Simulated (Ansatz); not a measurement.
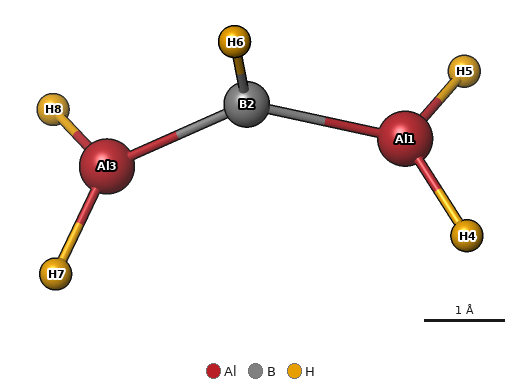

Figure 1. The structure (ball-and-stick view, seen at a tilt; atoms are numbered from 1 in the order of the input). Sticks mark near contacts. Bond lengths as drawn: Al–B 2.10 Å, Al–H 1.59 Å and B–H 1.21 Å.

**Run report: Al2BH5, single-point calculation**

- system: Al2BH5, SMILES [AlH2][BH][AlH2]
- method: RKS PBE0-D4/def2-TZVPP (Ansatz 0.2.0)

The geometry is a minimum found at another level. The geometry comes from this level: PBE0-D4/def2-TZVP.

Output
```
Functional definition: PBE0
  name "PBE0"
  cite "Adamo & Barone, J. Chem. Phys. 110, 6158 (1999) doi:10.1063/1.478522"
  cite "Perdew, Burke & Ernzerhof, Phys. Rev. Lett. 77, 3865 (1996) doi:10.1103/PhysRevLett.77.3865"
  parent pbe
  parameter a = 0.25
  parameter kappa = 0.804
  parameter beta = 0.06672455060314922
  exchange = (1 - a)*pbe_x(kappa = kappa, mu = beta*pi^2/3) + a*exact_x
  correlation = pbe_c(beta = beta)
1064 factors; their error is unknown
mean field evaluation 1: about -13940.4928 eV, gradient 2.2e1 eV
mean field evaluation 2: about -13941.1533 eV, gradient 1.6e1 eV
mean field evaluation 4: about -13942.1912 eV, gradient 4.0e-1 eV
mean field evaluation 8: about -13942.2069 eV, gradient 2.3e-1 eV
mean field -13942.20691859 eV, -512.3666538908 hartree, gradient 5.8e-5 eV, S^2 0.000000; 0 other end points of the search recorded, 0 dependent functions left out
reference -13942.20696075 eV, -512.3666554403 hartree; 18, 18 occupied and 167, 167 virtual orbitals, 1064 factors
Total energy: -13942.31533473 eV, -512.3706381105 hartree
```

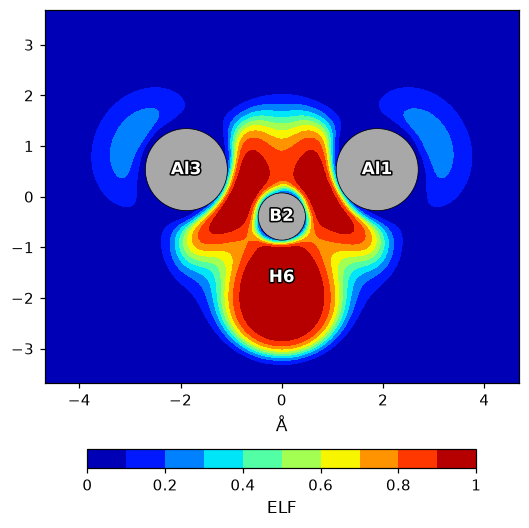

Figure 2. ELF on the plane of atoms Al3, B2 and H6. Grey discs, where drawn, cover atomic cores. Atoms in the plane: Al, B and H.

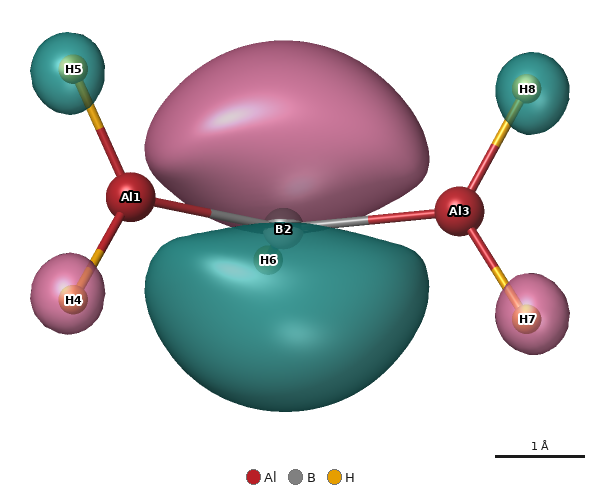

Figure 3. One frontier orbital at ±0.1 Å⁻³ᐟ² (teal and pink are the two phases), seen at an oblique angle. The LUMO, at −2.74 eV. By Hirshfeld shares it lies mainly on B2 (55 %), Al1 (15 %) and Al3 (15 %).

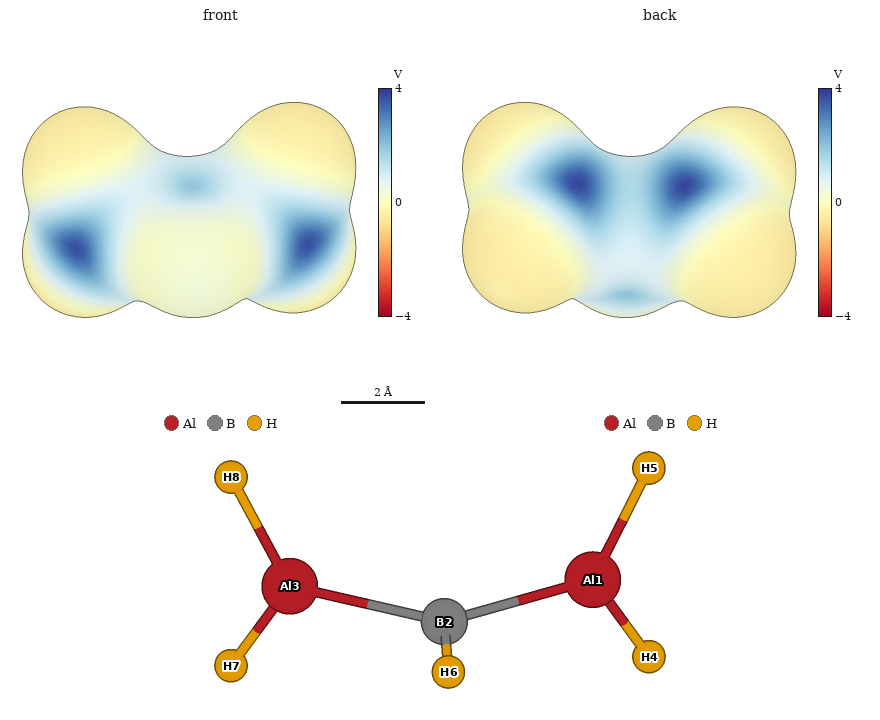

Figure 4. The molecular electrostatic potential painted on the density surface at 0.002 e/bohr³, seen at a tilt and from behind; the colour scale runs from red (negative) to blue (positive). The bare structure is drawn below in the same view. A positive charge is drawn to the negative regions and a negative charge to the positive ones.

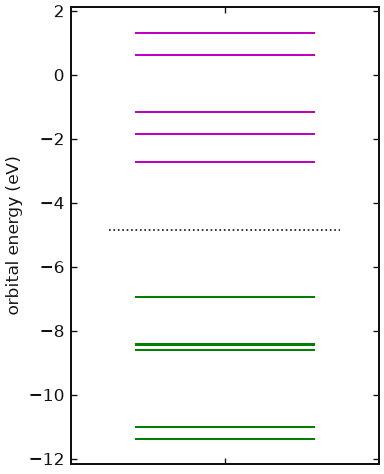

Figure 5. Orbital energies near the frontier; the dotted line parts filled from empty levels, and levels within 0.02 eV of each other stand side by side. Highest filled −6.95 eV, lowest empty −2.74 eV, 4.21 eV apart.

The run was set up as follows.

Input
```yaml
crystal:
  periodic: [false, false, false]
  atoms:
    - {symbol: Al, position_ang: [-1.083419, 1.314339, -0.829355]}
    - {symbol: B, position_ang: [0.586981, 0.435279, 0.091424]}
    - {symbol: Al, position_ang: [0.781366, -1.538497, 0.782214]}
    - {symbol: H, position_ang: [-1.268484, 1.244884, -2.410567]}
    - {symbol: H, position_ang: [-2.219685, 2.009473, 0.045266]}
    - {symbol: H, position_ang: [1.548465, 1.148649, 0.241418]}
    - {symbol: H, position_ang: [1.302759, -2.690090, -0.187986]}
    - {symbol: H, position_ang: [0.352018, -1.924037, 2.267577]}
basis:
  gaussian: {orbitals: def2-TZVPP}
hamiltonian: {xc: pbe0, dispersion: d4}
output: {orbitals: {seedname: orbitals}}
```

Command:
```bash
ansatz run in.yaml --threads 2 --pin off --events-out ev --progress --plain --max-ram 4352MiB
```

Summary

| quantity | value |
| --- | --- |
| outcome | converged |
| total energy | −13942.3153 eV |
| mean-field energy | −13942.2070 eV |
| dispersion energy | −0.1084 eV |
| SCF solution under orbital rotations | stable |
| HOMO | −6.95 eV |
| LUMO | −2.74 eV |
| hardware | 2 threads of Arm Neoverse V1, 95 GiB of memory available, shared host |
| wall time | 2.5 s (CPU time 4.7 s) |
| peak memory | 0.31 GiB |
